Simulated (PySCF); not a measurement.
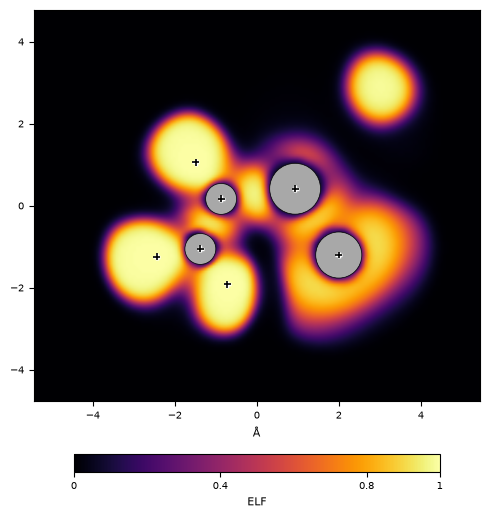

The ELF on a plane through atoms (crosses mark nuclei in the plane; grey discs cover the cores).

Computed with PBE0/pcSseg-1, SCF density, gas phase, non-relativistic in PySCF 2.14.0.

Candidates:
A. C6H12SSi
B. C6H13PS
C. CHO2 (SMILES O=C[O-]) (charge −1)

Q: Which system is this?

A: Candidate B: C6H13PS on the plane of atoms P3, C2 and H11, which holds C, P, S and H. C–C (1.32 Å): the ELF peaks at about 0.90 between the atoms: a short, multiple covalent bond. C–P (1.82 Å): the ELF peaks at about 0.95 between the atoms (a shared electron pair).
